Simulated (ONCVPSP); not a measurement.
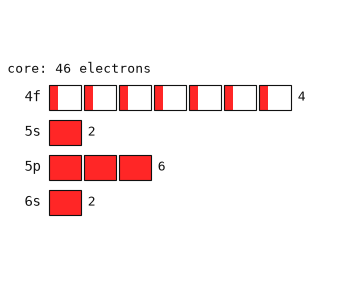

The valence shells of the reference configuration: a box for each of the 2l + 1 orbitals, shaded by the share of the shell that is filled, with the electron count at the right. The shells are those of the unaltered input.

# Pseudopotential generation for Nd

- system: neodymium (Nd, Z = 60), core [Kr] 4d10, reference valence 4f4 5s2 5p6 6s2, valence charge 14. (This line and the method describe the unaltered input from which the odd one was made.)
- method: ONCV potential, PBE, scalar-relativistic, made with ONCVPSP 4.0.1

Input file:
```
# ATOM AND REFERENCE CONFIGURATION
# atsym  z   nc   nv     iexc    psfile
  Nd 60.00    9    4        4      upf
#
#   n    l    f
    1    0    2.00
    2    0    2.00
    2    1    6.00
    3    0    2.00
    3    1    6.00
    3    2   10.00
    4    0    2.00
    4    1    6.00
    4    2   10.00
    4    3    4.00
    5    0    2.00
    5    1    6.00
    6    0    2.00
#
# PSEUDOPOTENTIAL AND OPTIMIZATION
# lmax
    3
#
#   l,   rc,      ep,       ncon, nbas, qcut
    0    2.15    0.00    4    8    7.00
    1    2.05    0.00    4    7    7.50
    2    2.25    0.27    3    7    3.90
    3    1.00    0.00    3    8   14.40
#
# LOCAL POTENTIAL
# lloc, lpopt,  rc(5),   dvloc0
    4    5    0.60    1.00
#
# VANDERBILT-KLEINMAN-BYLANDER PROJECTORs
# l, nproj, debl
    0    2    0.40
    1    2    0.40
    2    1    0.60
    3    2    1.20
#
# MODEL CORE CHARGE
# icmod, fcfact, rcfact
    3    4.00    4.00
#
# LOG DERIVATIVE ANALYSIS
# epsh1, epsh2, depsh
   -3.00    5.00    0.02
#
# OUTPUT GRID
# rlmax, drl
    6.00    0.01
#
# TEST CONFIGURATIONS
# ncnf
    4
# nvcnf
#   n    l    f
    4
    4    3    4.00
    5    0    2.00
    5    1    6.00
    6    0    1.00
#
    4
    4    3    4.00
    5    0    2.00
    5    1    6.00
    6    0    0.00
#
    4
    4    3    3.00
    5    0    2.00
    5    1    6.00
    6    0    0.00
#
    4
    4    3    2.00
    5    0    2.00
    5    1    6.00
    6    0    0.00
#
```

Run as:
```bash
oncvpsp.x < Nd.dat > Nd.out
```

The program's output (extracts):
```
ONCVPSP  (Optimized Norm-Conservinng Vanderbilt PSeudopotential)
scalar-relativistic version 4.0.1

#   n    l    f        energy (Ha)
    1    0    2.00    -1.5950596E+03
    2    0    2.00    -2.5798917E+02
    2    1    6.00    -2.3061490E+02
    3    0    2.00    -5.5971809E+01
    3    1    6.00    -4.7340061E+01
    3    2   10.00    -3.5370641E+01
    4    0    2.00    -1.1130775E+01
    4    1    6.00    -8.3042634E+00
    4    2   10.00    -4.2877124E+00
    4    3    4.00    -6.4376688E-02
    5    0    2.00    -1.4870208E+00
    5    1    6.00    -8.1176856E-01
    6    0    2.00    -1.2869980E-01

Reference configufation results
  iterations    36
  all-electron total energy (Ha)   -9.62398475D+03

Begin loop to  construct optimized pseudo wave functions
and semi-local pseudopoentials for all angular momenta

Calculating optimized projector #   1

 for l=   0

    Fraction of norm inside rc  0.910448
    Optimizing pswf for qcut=   6.99 a_B^-1,  ecut=  24.44 Ha
    Residual kinetic energy error=  2.39D-08 Ha

    Energy error per electron        Cutoff
         Ha          eV             Ha
         0.01000     0.27211       10.65
         0.00100     0.02721       13.99
         0.00010     0.00272       16.79
         0.00001     0.00027       19.10

Calculating optimized projector #   2

 for l=   0

    Fraction of norm inside rc  0.044215
    Optimizing pswf for qcut=   6.99 a_B^-1,  ecut=  24.44 Ha
    Residual kinetic energy error=  4.69D-09 Ha

    Energy error per electron        Cutoff
         Ha          eV             Ha
         0.01000     0.27211        7.71
         0.00100     0.02721       11.99
         0.00010     0.00272       15.40
         0.00001     0.00027       18.17

WARNING wellstate: negative energy specified for n= 6 l=  1
WARNING scattering state with energy  0.25000000
WARNING will be used for the first projector

   Wellstate for l =  1  n =  6
     eigenvalue =   0.2500
     asymptotic potential =   0.7500
     half-point radius =  4.5234

Calculating optimized projector #   1

 for l=   1

    Fraction of norm inside rc  0.743863
    Optimizing pswf for qcut=   7.50 a_B^-1,  ecut=  28.10 Ha
    Residual kinetic energy error=  7.31D-08 Ha

    Energy error per electron        Cutoff
         Ha          eV             Ha
         0.01000     0.27211       11.11
         0.00100     0.02721       15.82
         0.00010     0.00272       19.45
         0.00001     0.00027       22.34

Calculating optimized projector #   2

 for l=   1

    Fraction of norm inside rc  0.109820
    Optimizing pswf for qcut=   7.50 a_B^-1,  ecut=  28.10 Ha
    Residual kinetic energy error=  2.34D-08 Ha

    Energy error per electron        Cutoff
         Ha          eV             Ha
         0.01000     0.27211        8.91
         0.00100     0.02721       15.00
         0.00010     0.00272       18.98
         0.00001     0.00027       22.12

WARNING wellstate: moderately localized bound state found for n= 5 l=  2
WARNING scattering state with energy  0.05000000
WARNING will be used for the first projector

   Wellstate for l =  2  n =  6
     eigenvalue =   0.0500
     asymptotic potential =   0.5500
     half-point radius = 24.5008

Calculating optimized projector #   1

 for l=   2

    Fraction of norm inside rc  0.053790
    Optimizing pswf for qcut=   3.90 a_B^-1,  ecut=   7.61 Ha
    Residual kinetic energy error=  3.04D-05 Ha

    Energy error per electron        Cutoff
         Ha          eV             Ha
         0.01000     0.27211        3.09
         0.00100     0.02721        5.04
         0.00010     0.00272        6.79
         0.00001     0.00027       10.09

   Wellstate for l =  3  n =  5
     eigenvalue =   1.1356
     asymptotic potential =   1.6356
     half-point radius =  3.2916

Calculating optimized projector #   1

 for l=   3

    Fraction of norm inside rc  0.551745
    Optimizing pswf for qcut=  14.41 a_B^-1,  ecut= 103.84 Ha
    Residual kinetic energy error=  2.69D-04 Ha

    Energy error per electron        Cutoff
         Ha          eV             Ha
         0.01000     0.27211       83.23
         0.00100     0.02721       95.44
         0.00010     0.00272      298.19

Calculating optimized projector #   2

 for l=   3

    Fraction of norm inside rc  0.095735
    Optimizing pswf for qcut=  14.41 a_B^-1,  ecut= 103.84 Ha
    Residual kinetic energy error=  6.93D-05 Ha

    Energy error per electron        Cutoff
         Ha          eV             Ha
         0.01000     0.27211       77.03
         0.00100     0.02721       91.20
         0.00010     0.00272      102.25
         0.00001     0.00027      174.02

Construct Vanderbilt / Kleinmman-Bylander projectors

B matrix Hermiticity error, ll=   0
   1   2    9.1771E-05

  Orthonormal projector coefficients  1.5282E+01  4.7112E+00

B matrix Hermiticity error, ll=   1
   1   2    9.6416E-05

  Orthonormal projector coefficients  1.4618E+01  8.3779E-01

B matrix Hermiticity error, ll=   3
   1   2    2.3555E-04

  Orthonormal projector coefficients -1.0813E+01 -8.2199E+00

Model core correction analysis
  based on d2Exc/dn_idn_j

d2excae - all-electron derivatives

   -1.703730D-02   -1.333870D-02   -1.056922D-02   -1.901086D-03
   -1.333838D-02   -2.568591D-02   -2.237377D-02   -1.536120D-03
   -1.056892D-02   -2.237372D-02   -2.267389D-02   -2.635566D-03
   -1.900620D-03   -1.535638D-03   -2.634563D-03   -2.552691D-02

d2excps - pseudofunction derivatives with no core correction

   -5.325334D-02   -2.058443D-02   -1.407179D-02   -2.564711D-03
   -2.058500D-02   -2.884237D-02   -2.421724D-02   -1.857418D-03
   -1.407218D-02   -2.421742D-02   -2.368345D-02   -2.835188D-03
   -2.564355D-03   -1.856990D-03   -2.834190D-03   -2.556151D-02

rms 2nd derivative error    9.552828E-03

rmatch, rhocmatch    1.0677    5.9749

Teter function model core charge with specified parameters

d2excps - pseudofunction derivatives with core correction

   -2.413776D-02   -8.066578D-03   -5.056413D-03   -7.380530D-04
   -8.066640D-03   -9.114912D-03   -7.195885D-03   -5.549169D-04
   -5.056445D-03   -7.195890D-03   -6.287278D-03   -5.549734D-04
   -7.380010D-04   -5.549180D-04   -5.549720D-04   -4.542629D-03

rms 2nd derivative error    1.007552E-02

Pseudoatom total energy  -57.965381

Diagnostic tests using Vanderbilt-Kleinman-Bylander pseudopotentials
  1 or more projectors used as specified by nproj input data

   l    rcore       rmatch      e in        delta e   norm test  slope test

   0   2.1627712   2.2284376  -1.4870208  -0.0000013   1.0000964   1.0000947
   0   2.1627712   2.2284376  -0.1286998   0.0000011   1.0000267   1.0000280

   1   2.0617060   2.1243038  -0.8117686  -0.0000030   1.0000810   1.0000915
   1   2.0617060   2.1243038   0.2500000   0.0000022   1.0002178   1.0002178

   2   2.2552591   2.3237336   0.0500000  -0.0000170   0.9999992   0.9999992

   3   1.0057014   1.0362366  -0.0643767  -0.0001110   1.0001447   0.9996637
   3   1.0057014   1.0362366   1.1356233  -0.0001532   1.0004330   1.0004330

 Testing for bound ghosts
   n   l    E NL Schr. Eq   E Basis Diag.   E Cutoff

       0                      -37.238676     56.43  WARNING - GHOST(-)
   1   0       -1.487022       -1.487004     56.43
   2   0       -0.128699       -0.083211     56.43

       1                      -17.175744     52.39  WARNING - GHOST(-)
   2   1       -0.811772       -0.811707     52.39

       2                       -4.900784     36.08  WARNING - GHOST(-)
   3   2       -0.070526       -0.057707     36.08

   4   3       -0.064488       -0.036622    383.70

 Testing for highly-localized positive-energy ghosts
       l    <radius>/rc     E Basis Diag.   E Cutoff

       0        0.246453        0.559495     56.43  WARNING - GHOST(+)

Test configuration 0

   n   l     f        eae           eps        diff
   1   0  2.0000-1595.05963554
   2   0  2.0000 -257.98917174
   2   1  6.0000 -230.61490311
   3   0  2.0000  -55.97180871
   3   1  6.0000  -47.34006124
   3   2 10.0000  -35.37064077
   4   0  2.0000  -11.13077455
   4   1  6.0000   -8.30426339
   4   2 10.0000   -4.28771236
   4   3  4.0000   -0.06437669   -0.06448766   -1.11D-04
   5   0  2.0000   -1.48702078   -1.48702203   -1.25D-06
   5   1  6.0000   -0.81176856   -0.81177157   -3.01D-06
   6   0  2.0000   -0.12869980   -0.12869867    1.13D-06

    Total energies and differences
      AE_ref= -9.62398475D+03  AE_tst= -9.62398475D+03  dif=  0.00D+00
      PS_ref= -5.79653809D+01  PS_tst= -5.79653809D+01  dif=  1.42D-14
      PSP excitation error= -1.42D-14

Test configuration 1

   n   l     f        eae           eps        diff
   1   0  2.0000-1595.27747701
   2   0  2.0000 -258.20594581
   2   1  6.0000 -230.83182339
   3   0  2.0000  -56.18716517
   3   1  6.0000  -47.55544773
   3   2 10.0000  -35.58615903
   4   0  2.0000  -11.34663090
   4   1  6.0000   -8.52032069
   4   2 10.0000   -4.50410251
   4   3  4.0000   -0.28104706   -0.28805459   -7.01D-03
   5   0  2.0000   -1.70631656   -1.71187406   -5.56D-03
   5   1  6.0000   -1.03057301   -1.03614080   -5.57D-03
   6   0  1.0000   -0.30128733   -0.32086634   -1.96D-02

    Total energies and differences
      AE_ref= -9.62398475D+03  AE_tst= -9.62377116D+03  dif=  2.14D-01
      PS_ref= -5.79653809D+01  PS_tst= -5.77433178D+01  dif=  2.22D-01
      PSP excitation error= -8.47D-03

Test configuration 2

   n   l     f        eae           eps        diff
   1   0  2.0000-1595.53513128
   2   0  2.0000 -258.46193054
   2   1  6.0000 -231.08799272
   3   0  2.0000  -56.44119771
   3   1  6.0000  -47.80951793
   3   2 10.0000  -35.84041023
   4   0  2.0000  -11.60115973
   4   1  6.0000   -8.77507814
   4   2 10.0000   -4.75921651
   4   3  4.0000   -0.53560608   -0.55191873   -1.63D-02
   5   0  2.0000   -1.96352089   -1.97639002   -1.29D-02
   5   1  6.0000   -1.28557034   -1.29921675   -1.36D-02

    Total energies and differences
      AE_ref= -9.62398475D+03  AE_tst= -9.62337475D+03  dif=  6.10D-01
      PS_ref= -5.79653809D+01  PS_tst= -5.73137837D+01  dif=  6.52D-01
      PSP excitation error= -4.16D-02

Test configuration 3

psatom: WARNING lschvkbb convergence error n,l,iter=   4   3   3
ea(ii),et,emin,emax -6.448766E-02 -7.093643E-02 -7.093643E-02 -7.093643E-02
run_config: WARNING for fully non-local PS atom, stg. 1
 WARNING no output for configuration 4

Test configuration 4

psatom: WARNING lschvkbb convergence error n,l,iter=   4   3   3
ea(ii),et,emin,emax -6.448766E-02 -7.093643E-02 -7.093643E-02 -7.093643E-02
run_config: WARNING for fully non-local PS atom, stg. 1
 WARNING no output for configuration 5
```

What the run reported:

| quantity | value |
| --- | --- |
| outcome | generated, with a ghost state |
| ghost flags of the generator | 3 GHOST(-), 1 GHOST(+) |
| largest excitation error printed | 1100 meV |
| hardware | 1 CPU thread, shared host |
| wall time | 11 s |

What is odd here:

This input holds a deliberate oddity: model core set to icmod 3, fcfact 4.00, rcfact 4.00. The program ran to the end. The all-electron atom is untouched: its total energy equals that from the unaltered input (−9623.9847 Ha). The pseudo-atom's total energy moves by −0.90 Ha, so the potential, or the configuration in which it is tested, is another one. The unaltered input has a GHOST(-) flag too. The potential has a bound ghost state, so it can't be used as it stands. Warnings of the program, in the generation or the tests: wellstate: moderately localized bound state found for n= 5 l= 2; wellstate: negative energy specified for n= 6 l= 1.
